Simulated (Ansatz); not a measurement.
# C2H7NOSi (SMILES N[Si]1(O)CC1): SVWN5/def2-SVP

Aim: the energy change on altering one bond length of C2H7NOSi at SVWN5/def2-SVP, from 2 runs. 

The results are computed with Ansatz 0.2.0.

72 further runs of the same task are left out: 72 set aside as unsound or not needed. Runs told in other sessions of the task aren't counted.

## 1. The structure to begin with

C2H7NOSi has 12 atoms, charge 0, and is taken as a singlet. SMILES: `N[Si]1(O)CC1`. Geometry: relaxed at PBE0-D4/def2-TZVP. This is one conformer, not always the lowest.

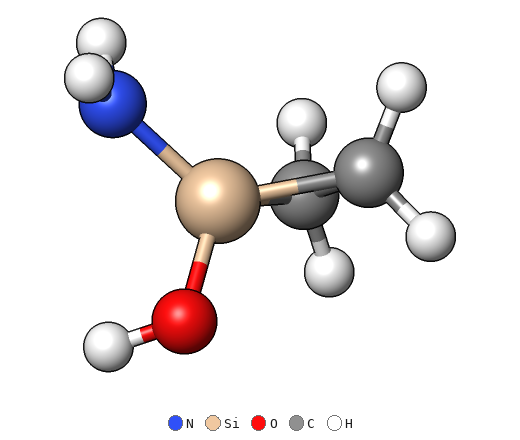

The structure, seen from a chosen angle (nitrogen blue, silicon light orange, oxygen red, carbon grey, hydrogen white).

## 2. A single-point energy at SVWN5/def2-SVP

molecule.yaml reads:

```yaml
crystal:
  periodic: [false, false, false]
  atoms:
    - {symbol: "N", position_ang: [-1.526600, -0.226600, 1.088800]}
    - {symbol: Si, position_ang: [0.054700, -0.215700, 0.451700]}
    - {symbol: O, position_ang: [1.088500, -0.992400, 1.459500]}
    - {symbol: C, position_ang: [0.802600, 1.075400, -0.583000]}
    - {symbol: C, position_ang: [0.278500, -0.220100, -1.352700]}
    - {symbol: H, position_ang: [-1.738500, 0.210300, 1.971300]}
    - {symbol: H, position_ang: [-2.314600, -0.202800, 0.463100]}
    - {symbol: H, position_ang: [0.770000, -1.825800, 1.812300]}
    - {symbol: H, position_ang: [0.262900, 1.988900, -0.815300]}
    - {symbol: H, position_ang: [1.878900, 1.218600, -0.612900]}
    - {symbol: H, position_ang: [-0.543500, -0.047500, -2.042300]}
    - {symbol: H, position_ang: [1.064100, -0.817500, -1.806500]}
basis:
  gaussian: {orbitals: def2-SVP}
magnetization: {spin_polarized: false, initial_magnetization: 0}
hamiltonian: {xc: {name: SVWN5}}
accuracy: high
output: {orbitals: {seedname: orbitals}}
```

Command:

```console
$ ansatz run molecule.yaml --threads 1 --pin off --max-ram 2610MiB --events-out events.jsonl --progress --plain --runs-dir runs
```

Log:

```text
Warning: RAYON_NUM_THREADS=1 ignored (pool sized by the plan → 1); use --threads N
Functional definition: SVWN5
  name "SVWN5"
  exchange = slater_x
  correlation = vwn5_c
2571 factors; integrals over basis functions are off by at most 5.9e-9 eV
mean field evaluation 1: about -13497.5844 eV, gradient 9.8e1 eV
mean field evaluation 2: about -13459.6108 eV, gradient 1.6e2 eV
mean field evaluation 4: about -13518.1675 eV, gradient 7.4e0 eV
mean field evaluation 8: about -13518.2701 eV, gradient 3.1e-1 eV
mean field evaluation 16: about -13518.2704 eV, gradient 3.1e-5 eV
mean field -13518.27035243 eV, -496.7872724390 hartree, gradient 1.9e-8 eV, S^2 0.000000; 0 other end points of the search recorded, 0 dependent functions left out
reference -13518.27035599 eV, -496.7872725699 hartree; 24, 24 occupied and 85, 85 virtual orbitals, 2571 factors
Total energy: -13518.27035599 eV, -496.7872725699 hartree
```

Run time: 8.4 s. Hardware: 1 thread of Arm Neoverse V1, shared host; peak memory 0.33 GiB.

## 3. The distorted shape at the same level

job.yaml reads:

```yaml
crystal:
  periodic: [false, false, false]
  atoms:
    - symbol: "N"
      position_ang: [-1.463040, -0.357649, 0.824093]
    - symbol: Si
      position_ang: [0.118260, -0.346749, 0.186993]
    - symbol: O
      position_ang: [1.152060, -1.123449, 1.194793]
    - symbol: C
      position_ang: [0.866160, 0.944351, -0.847707]
    - symbol: C
      position_ang: [0.342060, -0.351149, -1.617407]
    - symbol: H
      position_ang: [-1.738500, 0.210300, 1.971300]
    - symbol: H
      position_ang: [-2.251040, -0.333849, 0.198393]
    - symbol: H
      position_ang: [0.833560, -1.956849, 1.547593]
    - symbol: H
      position_ang: [0.326460, 1.857851, -1.080007]
    - symbol: H
      position_ang: [1.942460, 1.087551, -0.877607]
    - symbol: H
      position_ang: [-0.479940, -0.178549, -2.307007]
    - symbol: H
      position_ang: [1.127660, -0.948549, -2.071207]
basis:
  gaussian: {orbitals: def2-SVP}
output: {orbitals: {seedname: orbitals}}
accuracy: high
hamiltonian: {xc: {name: SVWN5}}
```

Command:

```console
$ ansatz run job.yaml --threads 1 --pin off --max-ram 2610MiB --events-out events.jsonl --progress --plain --runs-dir runs
```

Log:

```text
Warning: RAYON_NUM_THREADS=1 ignored (pool sized by the plan → 1); use --threads N
Functional definition: SVWN5
  name "SVWN5"
  exchange = slater_x
  correlation = vwn5_c
2571 factors; integrals over basis functions are off by at most 7.9e-9 eV
mean field evaluation 1: about -13496.3490 eV, gradient 9.7e1 eV
mean field evaluation 2: about -13450.6529 eV, gradient 1.6e2 eV
mean field evaluation 4: about -13517.1458 eV, gradient 6.8e0 eV
mean field evaluation 8: about -13517.2588 eV, gradient 4.8e-1 eV
mean field evaluation 16: about -13517.2594 eV, gradient 5.2e-5 eV
mean field -13517.25939118 eV, -496.7501202983 hartree, gradient 5.9e-8 eV, S^2 0.000000; 0 other end points of the search recorded, 0 dependent functions left out
reference -13517.25939486 eV, -496.7501204336 hartree; 24, 24 occupied and 85, 85 virtual orbitals, 2571 factors
Total energy: -13517.25939486 eV, -496.7501204336 hartree
```

It took 8.1 s on 1 thread of Arm Neoverse V1, shared host; peak memory 0.33 GiB.

## 4. Outcome

Level: SVWN5/def2-SVP.

```
                                                         quantity          value
                                        first shape: total energy  -496.78727 Eh
                                         first shape: HOMO energy       -5.06 eV
                                         first shape: LUMO energy        0.13 eV
                                       first shape: HOMO–LUMO gap        5.19 eV
                                    distorted shape: total energy  -496.75012 Eh
                                     distorted shape: HOMO energy       -5.04 eV
                                     distorted shape: LUMO energy       -0.98 eV
                                   distorted shape: HOMO–LUMO gap        4.06 eV
energy change with the N1–H6 bond stretched from 1.007 to 1.309 Å       1.011 eV
```

With the N1–H6 bond stretched from 1.007 to 1.309 Å the energy rises by 1.01 eV (98 kJ/mol). The first shape isn't relaxed at this level, so the change isn't measured from a minimum.
